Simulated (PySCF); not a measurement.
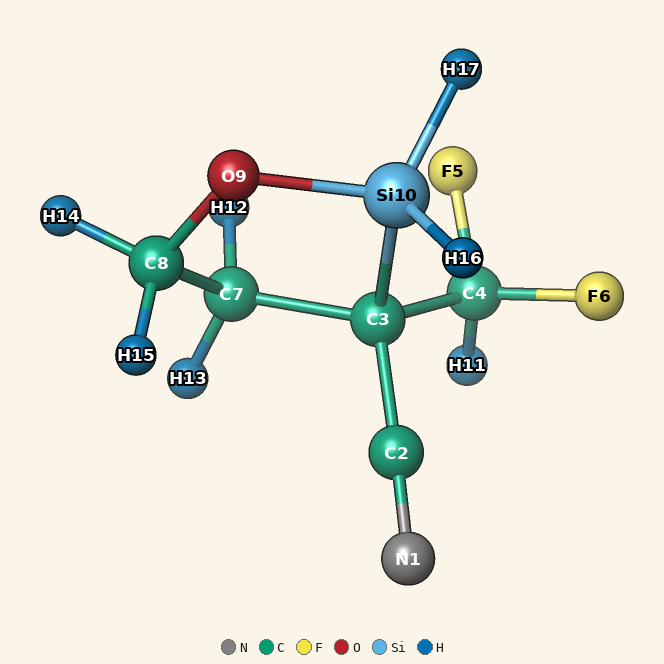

Depth is shown by fading: the farther an atom, the more it takes the colour of the background. The geometry was computed by an optimisation with PBE0-D3(BJ)/def2-SVP. No frequency run is at hand to confirm it as a minimum.

**What is the conformation of the ring C3–C7–C8–O9–Si10?**

It is between envelope and twist. The Cremer–Pople amplitude Q is 0.38 Å.

**Give the torsion angles round the ring, beginning with the bond from its second to its third atom.**

43°, −30°, 8°, 16°, −34°.
